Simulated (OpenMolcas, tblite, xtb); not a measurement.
**SnF4 (SMILES [F][Sn]([F])([F])[F]): methods side by side**

The species is SnF4 (5 atoms), meant as a singlet with charge 0. As SMILES, `[F][Sn]([F])([F])[F]`. The coordinates come from a PBE0-D4/def2-TZVP relaxation.

Each level gives the vertical energy of the triplet above the singlet (eV). The values are calculated.

```csv
level,kind,program,value (eV)
GFN1-xTB,semi-empirical,tblite,3.27
GFN2-xTB,semi-empirical,tblite,4.30
GFN0-xTB,semi-empirical,xtb,6.02
IPEA1-xTB,semi-empirical,tblite,5.74
revPBE/def2-SVP (core potential),GGA,OpenMolcas,5.49
TPSS/def2-SVP (core potential),meta-GGA,OpenMolcas,5.63
r2SCAN/def2-SVP (core potential),meta-GGA,OpenMolcas,5.96
B3LYP/def2-SVP (core potential),global hybrid,OpenMolcas,6.29
BHLYP/def2-SVP (core potential),global hybrid,OpenMolcas,7.21
M06-2X/def2-SVP (core potential),hybrid meta-GGA,OpenMolcas,7.66
```

Spin-orbit coupling, which can split open shells on such heavy atoms by tenths of an eV, is left out. The values span 3.27 to 7.66 eV. The xTB rows lack spin polarisation, so open shells miss the exchange term that lowers them. A triplet this far above the singlet is often a Rydberg-like or dissociative state; sets without diffuse functions put Rydberg states too high. B3LYP/def2-SVP (core potential), M06-2X/def2-SVP (core potential) lie far from functionals of the same kind, perhaps in another electronic state.

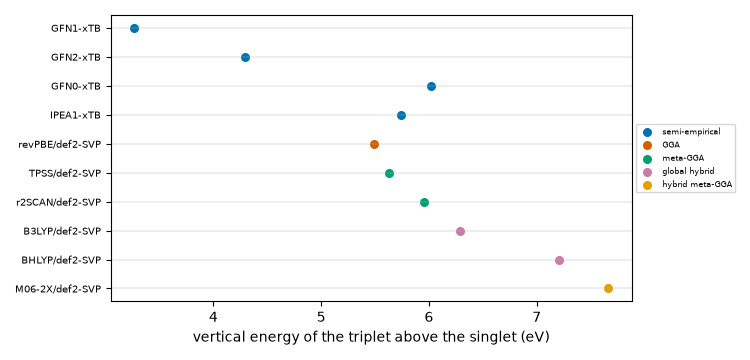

The values of the table, level by level.
